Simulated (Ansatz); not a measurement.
```xyz
2

Cl   -0.0661    0.2290   -2.2087
H     0.1078   -0.1197   -0.9906
```

Geometry: PBE0-D4/def2-TZVP.

These are results of RKS PBE0-D4/def2-TZVPPD in Ansatz 0.2.0, not measurements.

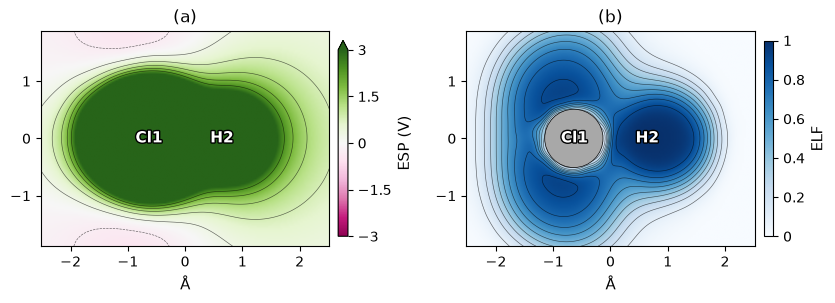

HCl. (a) electrostatic potential; (b) electron localisation function on a plane that holds the molecular axis. Grey discs cover the atomic cores in the ELF map.

What does the map show?

Answer. Atoms in the plane: Cl and H.
Cl–H (1.28 Å): the ELF climbs to about 1 towards the hydrogen, as it does in any bond to H.
The ELF also peaks beside Cl1, away from the bonds: lone-pair regions.
Outside the dense part of the molecule the potential is most negative (−0.4 V) near Cl1.
